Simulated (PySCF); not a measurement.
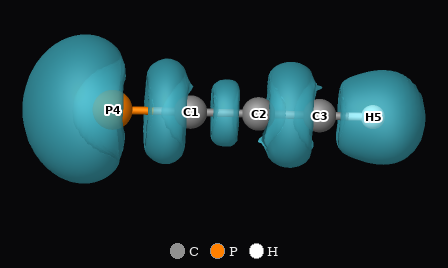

Figure. C$_{3}$HP (SMILES C#CC#P). Isosurface of the ELF at 0.75 (cyan), seen from one side. Core shells and regions of very low density are left out.

Geometry: B3LYP/6-31G*.

The calculation used Gaussian-basis quantum chemistry of an isolated molecule with PySCF, energy and nuclear gradient, functional PBE0 in PySCF.

```xyz
5

C    -1.9282   -1.3301   -1.8066
C    -2.0721   -1.2288   -0.4576
C    -2.2019   -1.1385    0.7503
P    -1.7624   -1.4453   -3.3529
H    -2.3138   -1.0584    1.8079
```

Where are the electrons localised?

Answer. The ELF exceeds this value in two regions between bonded C–C atoms (shared pairs), one region between bonded C–P atoms (shared pairs), one region around a hydrogen nucleus and one lobe on P, pointing away from the bonds (lone pairs).

Values along the shortest contacts:
C–C (1.22 Å): the ELF peaks at about 0.85 between the atoms (a multiple bond). C–P (1.56 Å): the ELF peaks at about 0.85 between the atoms (a covalent bond).
